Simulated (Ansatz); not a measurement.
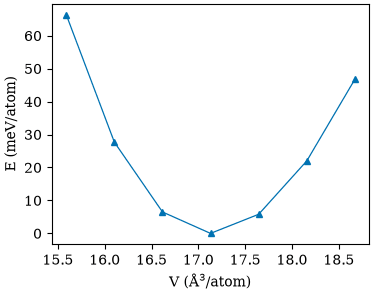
Fig. 1. CoSn in space group P6/mmm (No. 191; Co on 3f, Sn on 1a, Sn on 2d) under volume change, DFT-PBE in the program Ansatz with PAW potentials, shape and atoms relaxed at each volume.

Problem. What does a third-order Birch–Murnaghan fit give for V₀, B₀ and B′?

Solution. V₀ = 17.13 Å³/atom, B₀ = 128 GPa, B′ = 4.9.

The cell was relaxed with PBE under the symmetry of its start. The workflow began spin-polarised and lost its moments. Scalar-relativistic: spin–orbit coupling is off unless named, which matters more the heavier the elements.

Potentials: the later of the program's two PAW sets.
